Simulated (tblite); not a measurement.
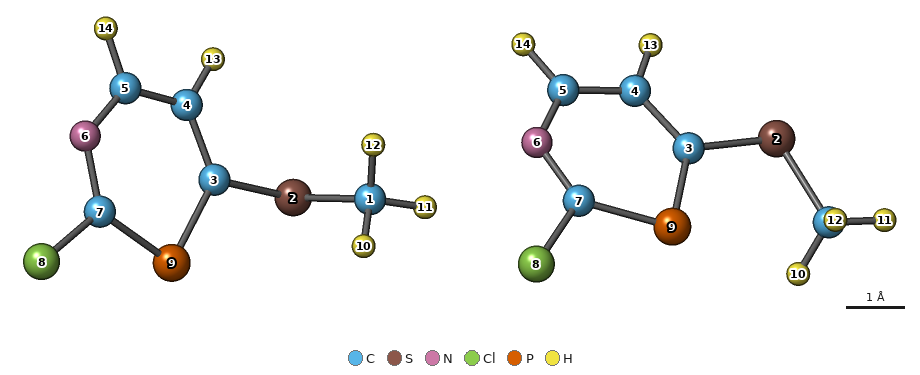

Two geometries of C5H5ClNPS, drawn at one scale. One is the start of a relaxation, the other its converged end. The picture is a ball-and-stick view, seen at a tilt.

Level of theory: GFN2-xTB geometry optimisation, gas phase in tblite. 

Q: Which of the two is the end point?

A: The right one is the relaxed one. Over 111 geometry steps the energy falls by 12.7 kcal/mol. The largest move after the best rigid fit is that of H12, 1.41 Å. Largest moves by element: H 1.41 Å, S 1.26 Å, P 1.11 Å, C 0.70 Å, Cl 0.62 Å, N 0.30 Å. Some distances before and after: C3–P9 1.836 → 1.760 Å, C7–P9 1.820 → 1.755 Å, N6–C7 1.343 → 1.299 Å, S2–C3 1.789 → 1.754 Å. Bond angles that change, for instance: Cl8–C7–P9 119.6° → 113.7°, N6–C7–P9 126.4° → 130.7°, C4–C5–N6 128.7° → 125.3°. Groups turn about S2–C3 by about 85°.
